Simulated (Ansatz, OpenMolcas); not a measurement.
**How methods differ on PH2 (SMILES [PH2])**

PH2: 3 atoms, total charge 0, spin state doublet. SMILES: `[PH2]`. The coordinates come from a GFN2-xTB relaxation.

| atom | x (Å) | y (Å) | z (Å) |
| --- | --- | --- | --- |
| P | 0.5145 | -0.3028 | 0.2527 |
| H | 0.1115 | 1.0274 | 0.1724 |
| H | -0.6260 | -0.7246 | -0.4251 |

Quantity: the vertical energy of the quartet above the doublet, in eV. The values are calculated.

| level | kind | program | value (eV) | less FCI/3-21G | CPU time (all runs) |
| --- | --- | --- | --- | --- | --- |
| UHF/3-21G | Hartree–Fock | Ansatz | 6.39 | -0.28 | 0.21 s |
| U-revPBE/3-21G | GGA | Ansatz | 6.76 | +0.09 | 1.6 s |
| UPBE/3-21G | GGA | Ansatz | 6.80 | +0.13 | 1.7 s |
| U-r2SCAN0/3-21G | hybrid meta-GGA | Ansatz | 6.74 | +0.07 | 5.1 s |
| CASPT2(7,6)/3-21G | multireference | OpenMolcas | 6.69 | +0.02 | 5 s |
| MRCI(7,6)/3-21G | multireference | OpenMolcas | 6.67 | 0.00 | 5.5 s |
| ROCCSD(T)/3-21G | coupled cluster or CI | OpenMolcas | 6.67 | 0.00 | 4.2 s |
| UCCSDTQ/3-21G | coupled cluster or CI | Ansatz | 6.67 | 0.00 | 23 s |
| FCI/3-21G | exact in the basis | OpenMolcas | 6.67 | 0.00 | 6.1 s |

FCI/3-21G is exact within its basis and frozen core, so for wave-function methods in that basis the difference is their error; functionals converge differently with the basis, so for them it is only a difference. The values span 6.39 to 6.80 eV. All rows use very small basis sets, so none should be taken for the real molecule's value. CPU times are rough (shared hosts, several kinds of processor): they show what a rung costs within a factor of a few.

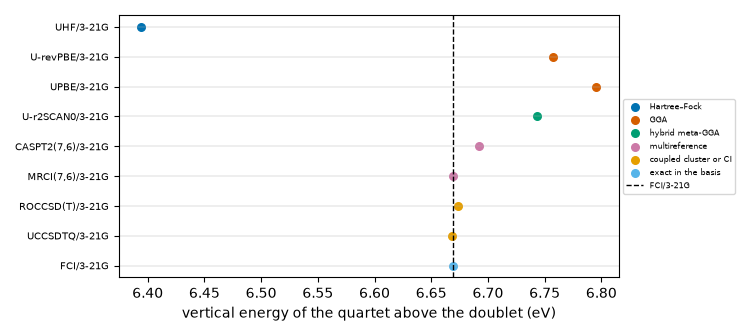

The values of the table, level by level.
